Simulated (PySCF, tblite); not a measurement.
# C6H12N radical: geometry, infrared bands and EPR parameters

What infrared bands and EPR parameters should C6H12N radical (`C[C]1CC(CN)C1`) show?

The runs use tblite 0.8.0 and PySCF 2.14.0, with density-fitted response routines of our own; the level of theory stands in each step. All values are computed, except where a source is named. Atoms are numbered from 0 throughout.

**1. The starting structure**

19 atoms, charge 0, multiplicity 2; geometry from: force field or distance geometry start.

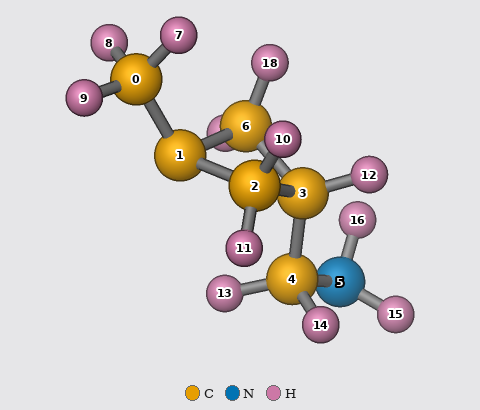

The starting geometry (carbon amber, nitrogen blue, hydrogen pink), atoms numbered.

**2. Optimising the geometry with GFN2-xTB**

Job settings and geometry (Å):

```
{"job": {"kind": "relax", "xc": "GFN2-xTB", "basis": "xTB"}, "charge": 0, "multiplicity": 2}
C     -2.613000     0.059700    -0.547600
C     -1.132800     0.232000    -0.787000
C     -0.338200    -1.066300    -0.770100
C      0.680200    -0.346800     0.097700
C      1.731100     0.300400    -0.745600
N      2.665600     0.951400     0.141500
C     -0.442200     0.544200     0.554300
H     -2.853600    -0.751200     0.148400
H     -2.990600     0.991100    -0.042000
H     -3.163000    -0.074000    -1.504200
H     -0.812800    -1.922400    -0.251200
H      0.107700    -1.285700    -1.740500
H      1.072900    -1.073700     0.852400
H      1.275900     1.015300    -1.465900
H      2.279700    -0.499700    -1.278000
H      3.506800     0.322900     0.197500
H      2.230300     0.948200     1.095600
H     -0.208300     1.606500     0.695100
H     -1.005500     0.057200     1.387700
```

The run is started by

```console
$ OMP_NUM_THREADS=1 python probes_run.py task.json out
```

The driver reads the jobs from task.json and runs them one after another.

Output:

```text
step      E/eV     max force
  0    -591.57420    4.025
  1    -592.00108    2.227
  2    -592.20553    0.753
  3    -592.29951    0.723
  4    -592.37794    0.792
  5    -592.45326    0.772
  6    -592.51614    0.534
  7    -592.55879    0.507
  8    -592.59273    0.585
  9    -592.62579    0.692
 10    -592.66171    0.576
 11    -592.69811    0.473
 12    -592.73078    0.445
 13    -592.75359    0.381
 14    -592.76765    0.308
 15    -592.77932    0.267
 16    -592.78967    0.229
 17    -592.79833    0.248
 18    -592.80704    0.259
 19    -592.81692    0.290
 20    -592.82724    0.233
 21    -592.83676    0.200
 22    -592.84416    0.163
 23    -592.85051    0.180
 24    -592.85807    0.193
 25    -592.86661    0.209
 26    -592.87420    0.203
 27    -592.87870    0.236
 28    -592.88207    0.220
 29    -592.88639    0.120
 30    -592.88979    0.113
 31    -592.89155    0.114
 32    -592.89306    0.075
 33    -592.89411    0.069
 34    -592.89513    0.088
 35    -592.89616    0.068
 36    -592.89735    0.100
 37    -592.89847    0.060
 38    -592.89943    0.062
 39    -592.90012    0.064
 40    -592.90097    0.084
 41    -592.90168    0.072
 42    -592.90223    0.045
 43    -592.90252    0.043
 44    -592.90272    0.041
 45    -592.90297    0.050
 46    -592.90329    0.050
 47    -592.90361    0.039
 48    -592.90388    0.039
 49    -592.90418    0.040
 50    -592.90456    0.058
 51    -592.90498    0.064
 52    -592.90530    0.040
 53    -592.90550    0.032
 54    -592.90566    0.049
 55    -592.90585    0.033
 56    -592.90611    0.040
 57    -592.90637    0.035
 58    -592.90657    0.037
 59    -592.90682    0.047
 60    -592.90716    0.048
 61    -592.90759    0.045
 62    -592.90803    0.041
 63    -592.90847    0.046
 64    -592.90889    0.049
 65    -592.90932    0.046
 66    -592.90976    0.046
 67    -592.91013    0.035
 68    -592.91032    0.029
 69    -592.91045    0.026
 70    -592.91053    0.021
 71    -592.91064    0.015
 72    -592.91070    0.017
 73    -592.91079    0.027
 74    -592.91087    0.032
 75    -592.91099    0.035
 76    -592.91119    0.038
 77    -592.91143    0.047
 78    -592.91169    0.043
 79    -592.91192    0.036
 80    -592.91212    0.037
 81    -592.91231    0.035
 82    -592.91249    0.030
 83    -592.91264    0.027
 84    -592.91275    0.024
 85    -592.91285    0.021
 86    -592.91294    0.019
 87    -592.91300    0.018
 88    -592.91305    0.016
 89    -592.91309    0.015
 90    -592.91314    0.014
 91    -592.91320    0.016
 92    -592.91328    0.017
 93    -592.91337    0.023
 94    -592.91347    0.027
 95    -592.91356    0.023
 96    -592.91364    0.017
 97    -592.91371    0.018
 98    -592.91378    0.024
 99    -592.91385    0.022
100    -592.91391    0.013
101    -592.91396    0.015
102    -592.91401    0.018
103    -592.91408    0.020
104    -592.91415    0.022
105    -592.91423    0.025
106    -592.91432    0.024
107    -592.91446    0.030
108    -592.91464    0.035
109    -592.91482    0.036
110    -592.91498    0.037
111    -592.91511    0.031
112    -592.91525    0.035
113    -592.91540    0.038
114    -592.91552    0.027
115    -592.91560    0.019
116    -592.91565    0.016
117    -592.91571    0.015
118    -592.91578    0.020
119    -592.91589    0.024
120    -592.91608    0.033
121    -592.91640    0.043
122    -592.91686    0.052
123    -592.91742    0.051
124    -592.91792    0.039
125    -592.91805    0.085
126    -592.91839    0.046
127    -592.91853    0.024
128    -592.91864    0.017
129    -592.91870    0.016
130    -592.91872    0.016
131    -592.91874    0.015
132    -592.91876    0.009
```

Wall time 0.81 s (1 thread of Arm Neoverse V1, shared host).

Step by step: (not every step is listed)

| step | energy from step 0 (eV) | largest force (eV/Å) |
| --- | --- | --- |
| 0 | 0.0000 | 4.0250 |
| 1 | -0.4269 | 2.2273 |
| 2 | -0.6313 | 0.7527 |
| 3 | -0.7253 | 0.7229 |
| 4 | -0.8037 | 0.7921 |
| 5 | -0.8791 | 0.7715 |
| 6 | -0.9419 | 0.5340 |
| 7 | -0.9846 | 0.5071 |
| 8 | -1.0185 | 0.5850 |
| 19 | -1.2427 | 0.2896 |
| 30 | -1.3156 | 0.1132 |
| 41 | -1.3275 | 0.0719 |
| 52 | -1.3311 | 0.0399 |
| 63 | -1.3343 | 0.0459 |
| 74 | -1.3367 | 0.0322 |
| 85 | -1.3387 | 0.0212 |
| 96 | -1.3394 | 0.0172 |
| 107 | -1.3403 | 0.0298 |
| 118 | -1.3416 | 0.0197 |
| 127 | -1.3443 | 0.0244 |
| 128 | -1.3444 | 0.0175 |
| 129 | -1.3445 | 0.0161 |
| 130 | -1.3445 | 0.0159 |
| 131 | -1.3445 | 0.0146 |
| 132 | -1.3446 | 0.0094 |

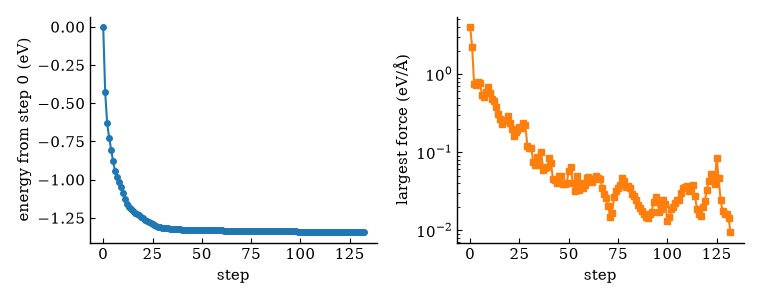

Energy and force, step by step.

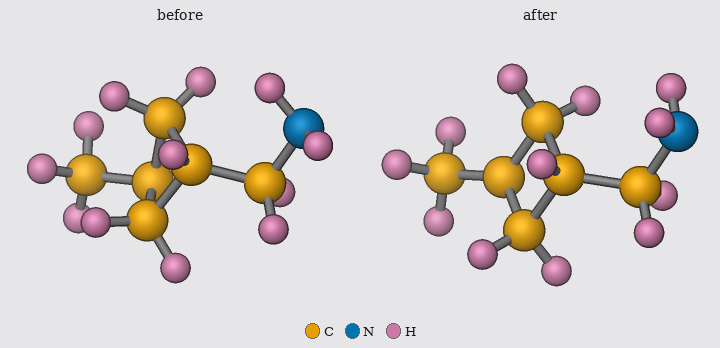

The geometry before (left) and after (right).

Close pairs (by a distance rule), those that changed most:

| bond | before (Å) | after (Å) | change (Å) |
| --- | --- | --- | --- |
| C1–C6 | 1.541 | 1.492 | -0.049 |
| C3–C6 | 1.504 | 1.547 | +0.043 |
| N5–H15 | 1.052 | 1.015 | -0.036 |
| C0–H8 | 1.125 | 1.089 | -0.036 |
| C0–C1 | 1.509 | 1.474 | -0.035 |
| C3–C4 | 1.495 | 1.529 | +0.034 |
| N5–H16 | 1.049 | 1.015 | -0.034 |
| C1–C2 | 1.522 | 1.492 | -0.031 |

The end geometry stands in the next job.

**3. Vibrational analysis with GFN2-xTB**

Job settings and geometry (Å):

```
{"job": {"kind": "ir", "xc": "GFN2-xTB", "basis": "xTB"}, "charge": 0, "multiplicity": 2}
C     -2.828606    -0.049376    -0.371786
C     -1.356064    -0.012874    -0.426420
C     -0.381494    -0.993394    -0.986799
C      0.677229    -0.425162    -0.015688
C      1.921250     0.174444    -0.671535
N      2.848410     0.808897     0.249396
C     -0.363261     0.592799     0.507555
H     -3.195192    -0.800456     0.342328
H     -3.223787     0.916633    -0.059739
H     -3.241625    -0.306025    -1.347472
H     -0.634339    -2.049749    -0.845623
H     -0.131211    -0.854345    -2.043300
H      0.978087    -1.147544     0.747700
H      1.617549     0.927423    -1.404471
H      2.466530    -0.613515    -1.200437
H      3.178235     0.133631     0.932129
H      2.376105     1.548995     0.758952
H     -0.108018     1.638075     0.300209
H     -0.609602     0.520793     1.573031
```

Output:

```text
mode    cm-1     km/mol
  1      44.0      0.06
  2      72.6      0.06
  3      96.4      0.27
  4     174.7      9.61
  5     200.7      5.36
  6     294.3     34.30
  7     305.3      4.52
  8     387.9      8.51
  9     448.2      4.61
 10     644.3      1.53
 11     806.0      1.40
 12     825.3      4.90
 13     867.1      3.61
 14     929.6      8.09
 15     947.1      2.60
 16     970.6     17.91
 17     972.7    199.11
 18     994.7      0.53
 19    1009.8      5.43
 20    1048.1      3.00
 21    1076.5      4.89
 22    1105.3      8.79
 23    1119.6      7.50
 24    1184.7      2.13
 25    1203.8      9.00
 26    1212.0      5.32
 27    1217.6      1.78
 28    1255.9     17.48
 29    1298.7     19.25
 30    1318.0      4.54
 31    1334.2      2.21
 32    1381.5     39.09
 33    1391.6      8.42
 34    1450.9      0.66
 35    1460.5      0.29
 36    1468.6      3.44
 37    1476.2      1.84
 38    1482.9      0.33
 39    1576.6     27.33
 40    2851.8     36.72
 41    2870.9     54.95
 42    2881.7     27.33
 43    2913.8     59.33
 44    2924.6     42.03
 45    2943.4     26.30
 46    2951.2     80.75
 47    2963.1     70.24
 48    2997.4     34.32
 49    3010.0     36.16
 50    3378.0     12.75
 51    3407.5     10.51
```

It took 0.56 s on 1 thread of Arm Neoverse V1, shared host.

Which atoms move in the most intense modes:

| cm⁻¹ | km/mol | atoms |
| --- | --- | --- |
| 973 | 199.1 | H15 24 %, N5 21 %, H16 18 % |
| 1382 | 39.1 | C1 57 % |
| 2852 | 36.7 | H7 91 % |
| 2871 | 55.0 | H18 47 %, H17 40 % |
| 2914 | 59.3 | H17 52 %, H18 43 % |
| 2925 | 42.0 | H11 62 %, H10 33 % |
| 2951 | 80.8 | H14 64 %, H12 26 % |
| 2963 | 70.2 | H13 79 % |

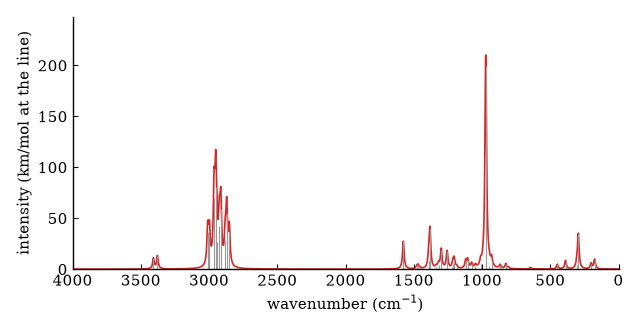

The infrared spectrum from these modes, unscaled. Lines are broadened to a width of 14 cm⁻¹ (Lorentzian).

**4. EPR parameters: B3LYP/pcH-1**

The job, as its differences from that of step 3:

```diff
@@ -1,2 +1,2 @@
-{"job": {"kind": "ir", "xc": "GFN2-xTB", "basis": "xTB"}, "charge": 0, "multiplicity": 2}
+{"job": {"kind": "epr", "basis": "pcH-1"}, "charge": 0, "multiplicity": 2}
 C     -2.828606    -0.049376    -0.371786
```

With the program's defaults for keys left out, this is: UKS B3LYP, pcH-1 on C H N, non-relativistic, mean-field spin-orbit, GIAO.

Output:

```text
UKS, coarse grid
  cycle   1  E = -290.47988255  |g| = 3.81e-01
  cycle   2  E = -290.45014392  |g| = 4.67e-01
  cycle   3  E = -290.55521240  |g| = 3.88e-02
  cycle   4  E = -290.55568007  |g| = 2.31e-02
  cycle   5  E = -290.55591306  |g| = 5.17e-03
  cycle   6  E = -290.55592719  |g| = 1.65e-03
  cycle   7  E = -290.55592894  |g| = 1.16e-03
  cycle   8  E = -290.55592980  |g| = 2.18e-04
UKS, final grid
  cycle   1  E = -290.55596264  |g| = 2.32e-04
  cycle   2  E = -290.55596262  |g| = 3.26e-04
  cycle   3  E = -290.55596267  |g| = 2.58e-05
  cycle   4  E = -290.55596267  |g| = 1.50e-05
E = -290.55596267 Eh   <S^2> = 0.7542 (exact 0.7500)
g shifts (ppm)      1          2          3
  rmc          -138       -138       -138
  gc              1         23         26
  oz_so         -26        698        768
  total        -163        583        656
hyperfine (MHz)  atom isotope    a_iso     a_fc   dipolar eigenvalues
    0   13C     -27.79     -27.79     -1.80     -0.82      2.62
    1   13C     123.19     123.19    -80.07    -78.38    158.45
    2   13C     -30.99     -30.99     -2.78     -0.08      2.87
    3   13C       7.06       7.06     -1.78     -1.70      3.48
    4   13C      -1.76      -1.76     -0.57     -0.43      1.00
    5   14N      -0.07      -0.07     -0.15     -0.11      0.26
    6   13C     -31.11     -31.11     -2.74     -0.21      2.95
    7    1H     139.18     139.18     -4.48     -3.42      7.89
    8    1H      28.24      28.24     -4.89     -4.33      9.22
    9    1H      40.59      40.59     -4.82     -4.51      9.33
   10    1H      92.36      92.36     -4.24     -2.92      7.16
   11    1H     110.37     110.37     -5.09     -4.09      9.18
   12    1H      -4.26      -4.26     -2.44     -2.44      4.88
   13    1H       0.04       0.04     -2.10     -1.76      3.86
   14    1H       0.86       0.86     -1.19     -0.95      2.14
   15    1H      -0.11      -0.11     -0.72     -0.63      1.34
   16    1H       0.06       0.06     -1.12     -0.77      1.89
   17    1H     110.17     110.17     -5.08     -4.12      9.20
   18    1H      91.69      91.69     -4.25     -2.93      7.18
```

It took 79 s on 1 thread of Arm Neoverse V1, shared host; peak memory 0.97 GiB.

Principal g values 2.00216, 2.00290, 2.00298; g(iso) = 2.00268, against 2.00232 for a free electron.

Hyperfine couplings; where a row names several nuclei, a(iso) is their mean (it holds for fast rotation or exchange) and the dipolar term the largest among them:

| nuclei | isotope | a(iso) (MHz) | a(iso) (G, at g = 2.0023) | largest dipolar term (MHz) |
| --- | --- | --- | --- | --- |
| C1 | 13C | 123.2 | 44.0 | 158.4 |
| H11, H17 | 1H | 110.3 | 39.3 | 9.2 |
| H10, H18 | 1H | 92.0 | 32.8 | 7.2 |
| H7, H8, H9 | 1H | 69.3 | 24.7 | 9.3 |
| C2, C6 | 13C | -31.1 | -11.1 | 2.9 |
| C0 | 13C | -27.8 | -9.9 | 2.6 |
| C3 | 13C | 7.1 | 2.5 | 3.5 |
| H12 | 1H | -4.3 | -1.5 | 4.9 |
| C4 | 13C | -1.8 | -0.6 | 1.0 |
| H13, H14 | 1H | 0.5 | 0.2 | 3.9 |
| N5 | 14N | -0.1 | 0.0 | 0.3 |
| H15, H16 | 1H | 0.0 | 0.0 | 1.9 |

Mulliken spin populations:

C0 -0.07; C1 0.96; C2 -0.09; C3 0.01; C4 0.00; N5 0.00; C6 -0.09; H7 0.07; H8 0.01; H9 0.02; H10 0.05; H11 0.05; H12 0.00; H13 0.00; H14 0.00; H15 0.00; H16 0.00; H17 0.05; H18 0.05

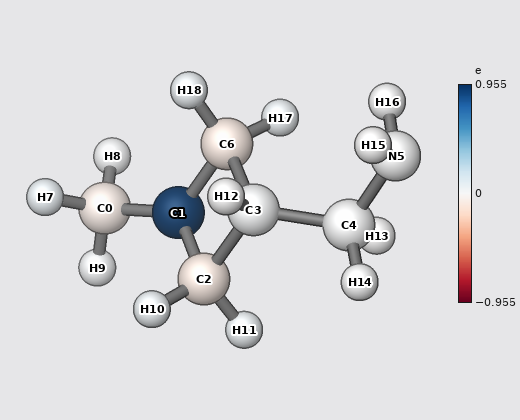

Mulliken spin populations, as colours on the atoms.

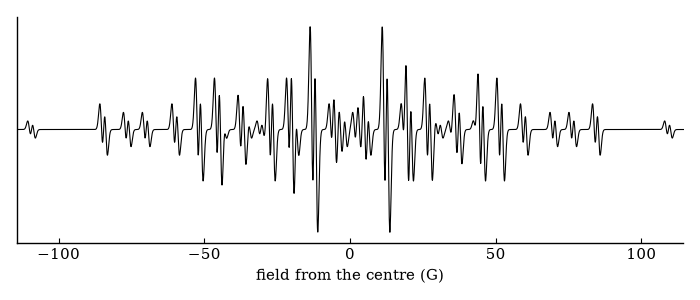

First-order isotropic spectrum (first derivative, main isotopes with spin only, couplings over 0.8 MHz, Gaussian width 0.6 G; couplings of the frozen geometry, rotation of groups not averaged beyond the rows shown).

Orbitals, density, ELF and potential are computed afterwards from the orbital file.

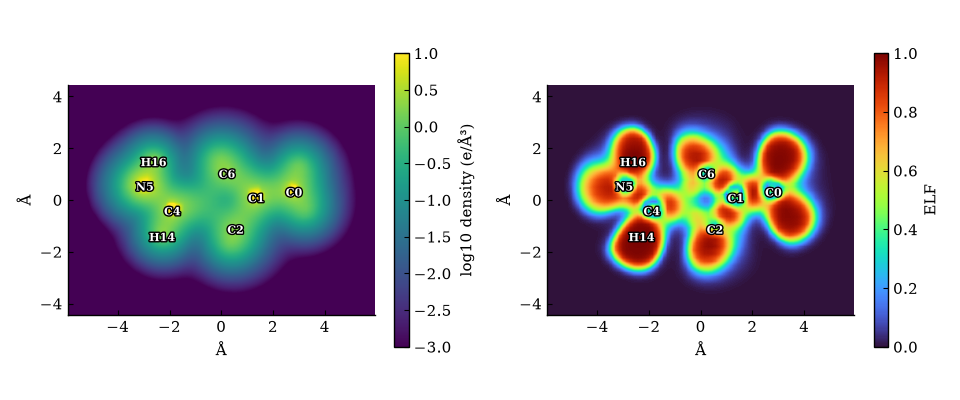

Density (left) and ELF (right) in a plane through or near 8 of the atoms.

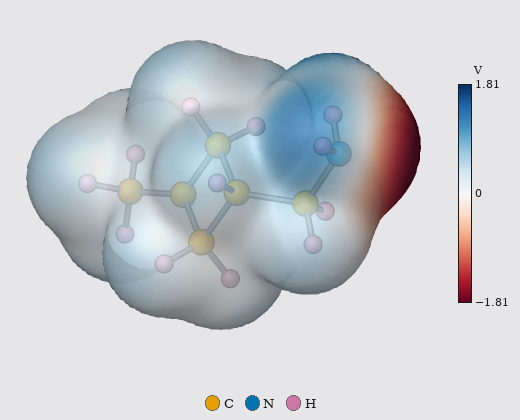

The potential that a unit positive charge feels on the 0.002 e/bohr³ surface, from -1.81 V near N5 to 1.20 V near H15.

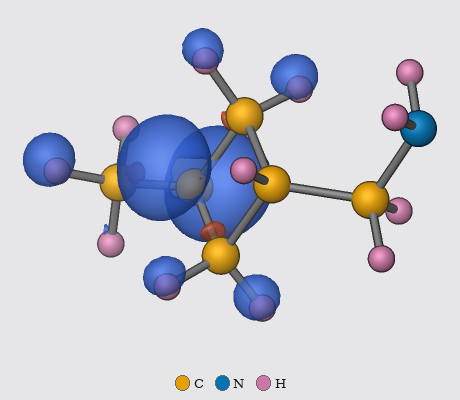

Spin density at ±0.04 e/Å³ (alpha excess blue, beta excess red).

**5. Results**

| quantity | value |
| --- | --- |
| strongest single infrared mode (GFN2-xTB) | 973 cm⁻¹, 199 km/mol |
| zero-point energy (GFN2-xTB) | 104.6 kcal/mol |
| g(iso) (B3LYP) | 2.00268 |
| ⟨S²⟩ | 0.754 (exact 0.75) |
| largest a(iso) (averaged by class) | 13C on C1, 123.2 MHz |
| surface potential, least and greatest | -1.81 V and 1.20 V |

What this shows: The optimisation took 132 steps and gained 1.345 eV; among the close pairs (by a distance rule), C1–C6 changed most, from 1.541 to 1.492 Å. All 51 modes are real, so the xTB geometry is a minimum. Unscaled tight-binding wavenumbers are off by several per cent, some by more. Its intensities can rank the bands wrongly. C1 carries the largest spin population, 0.96 e. The isotropic g lies 0.4 ppt above the free-electron value.
